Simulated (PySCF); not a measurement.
## A study: CBr$_{2}$F$_{2}$, SMILES `FC(F)(Br)Br`

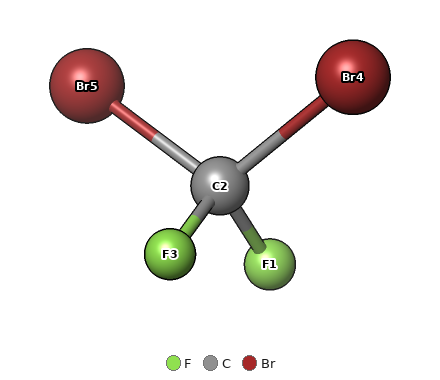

The molecule, with its atoms numbered as below. No frequency check shows the geometry to be a minimum.

Geometry (Å), atoms numbered from 1:

```
F1      -0.0006    1.4448   -1.0712
C2       0.0002    0.6702   -0.0000
F3       0.0006    1.4448    1.0712
Br4     -1.6064   -0.4289    0.0001
Br5      1.6064   -0.4290   -0.0001
```

## 1. Bonding charge

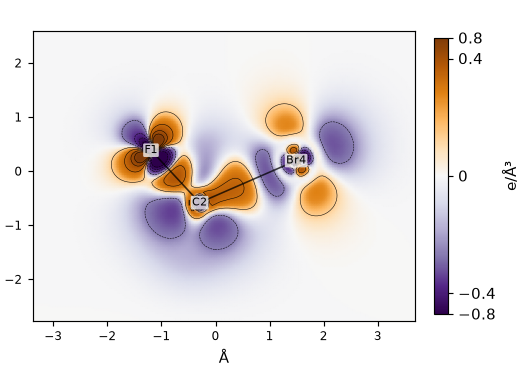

Deformation density (molecule less spherical, spin-averaged free atoms) in the plane of F1, C2 and Br4; colour scale in e/Å³, logarithmic beyond ±0.1; orange: gain, purple: loss.

PySCF calculation, B3LYP/def2-SVPD, gas phase; geometry: GFN2-xTB.

How much density has each bond in this plane gained at its critical point, relative to the free atoms?

Answer. C2–Br4: +0.18 e/Å³ at the bond critical point (bond length 1.95 Å). F1–C2: +0.16 e/Å³ at the bond critical point (bond length 1.32 Å). In all, 1.2 electrons gather in the regions of gain relative to the promolecule.

Where do the Hirshfeld charges lie?

Answer. The highest Hirshfeld charge is on C2 (+0.20 e), the lowest on F1 and F3 (−0.08 e).

| atom | charge (e) |
| --- | --- |
| F1 | −0.08 |
| C2 | +0.20 |
| F3 | −0.08 |
| Br4 | −0.02 |
| Br5 | −0.02 |

## 2. Local ionisation energy

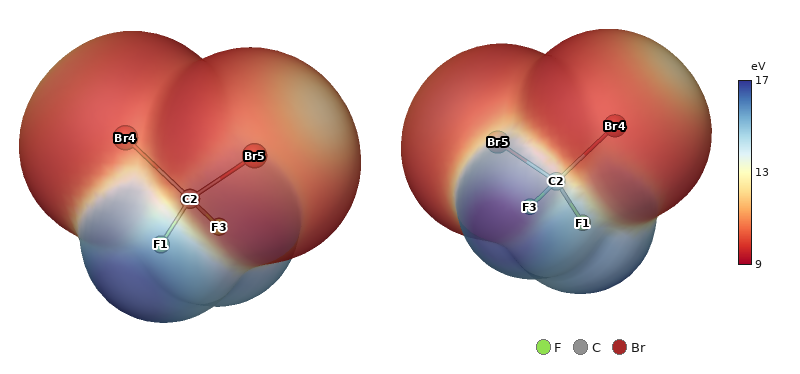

Average local ionisation energy on the surface of electron density 0.001 a.u. (back view left, front view right).

Locate the minima of the map.

Answer. The lowest value is 9.5 eV, 2.3 Å from Br5, and at like points elsewhere. For comparison, the highest occupied orbital lies at −8.4 eV.

## 3. In an electric field

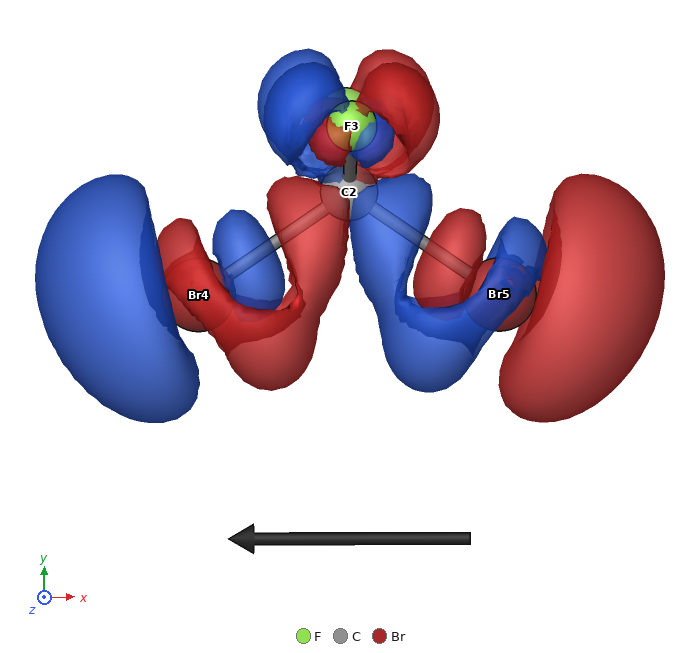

Change of the electron density in a uniform field of 0.21 V/Å along −x (arrow), surfaces at ±0.0015 e/Å³ (red: gain, blue: loss).

Level of theory: B3LYP/def2-SVPD (PySCF), at a geometry from GFN2-xTB.

The field was applied in both directions; the picture shows the one opposite to the script's first.

How large is the response?

Answer. The induced dipole is 0.77 D (along the field); α along this axis, from the fields in both directions, is 76 bohr³ (11.2 Å³).

## 4. Removing or adding an electron

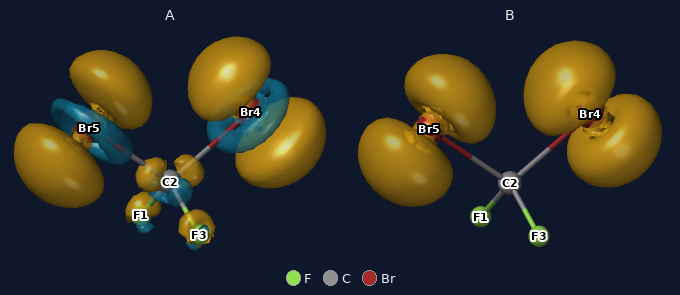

The Fukui function f⁻ from two separate SCF calculations and the density of the HOMO, at ±0.03 e/Å³ (yellow positive, teal negative).

Method: B3LYP/def2-SVPD; geometry: GFN2-xTB; program: PySCF.

Which panel is which, and how good is the frozen-orbital picture?

Answer. A is f⁻ (it has negative regions), B the HOMO density. The HOMO lies on Br4 and Br5 (48 % each); f⁻ (Hirshfeld-condensed) is largest on Br4 and Br5 (0.43 each); the vertical ionisation energy is 10.83 eV (the stability of the cation's solution wasn't checked). Relaxation shifts 10 % of the electron between atoms. The orbital energy is −8.39 eV.

The PySCF runs shown took 18 s, 45 s and 56 s on 1 thread of Arm Neoverse V2, on a shared host.
